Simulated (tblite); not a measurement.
Nudged elastic band of C$_{3}$H$_{5}$ClGeN$_{2}$

System: C$_{3}$H$_{5}$ClGeN$_{2}$.
Method: GFN2-xTB climbing-image nudged elastic band, gas phase (tblite 0.8.0).

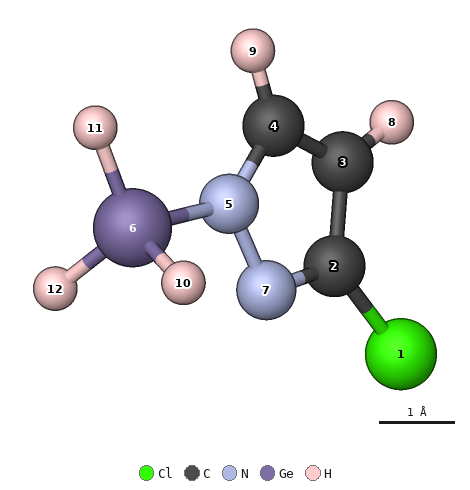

Figure 1. The input geometry (ball-and-stick view, seen at a tilt; atoms are numbered from 1 in the order of the input). Sticks mark near contacts. Bond lengths as drawn: C–C 1.37 to 1.41 Å, C–Cl 1.70 Å, C–H 1.07 Å, C–N 1.32 to 1.35 Å, Ge–H 1.49 to 1.50 Å, Ge–N 1.84 Å and N–N 1.34 Å.

### The input
```
{"job": {"xc": "GFN2-xTB", "basis": "xTB", "kind": "neb"}, "charge": 0, "multiplicity": 1}
Cl     2.967178    -1.781253    -0.093663
C      1.677418    -0.675012    -0.062644
C      1.767694     0.727287    -0.078287
C      0.459082     1.139982    -0.040248
N     -0.322214     0.042755    -0.005685
Ge    -2.112283    -0.387390     0.061967
N      0.422497    -1.073897    -0.019129
H      2.657708     1.319177    -0.112006
H      0.030334     2.123575    -0.035528
H     -2.294648    -1.152154     1.325031
H     -2.848111     0.914575     0.056623
H     -2.371786    -1.209443    -1.150231
```

The first line tells a small driver script what to run in tblite; the rest is the geometry in Å.

Launch command:
```bash
OMP_NUM_THREADS=1 python <driver script> task.json out
```

### What the program printed
```
image   E - E0 / eV
  0       0.0000
  1       0.0540
  2       0.2793
  3       0.5204
  4       0.2013
  5      -0.0523
  6      -0.1279
```

### Summary

```json
{"quantity": "outcome", "value": "converged"}
{"quantity": "forward barrier", "value": "0.520 eV"}
{"quantity": "hardware", "value": "1 CPU thread, shared host"}
{"quantity": "wall time", "value": "1 s"}
{"quantity": "peak memory", "value": "0.19 GiB"}
```
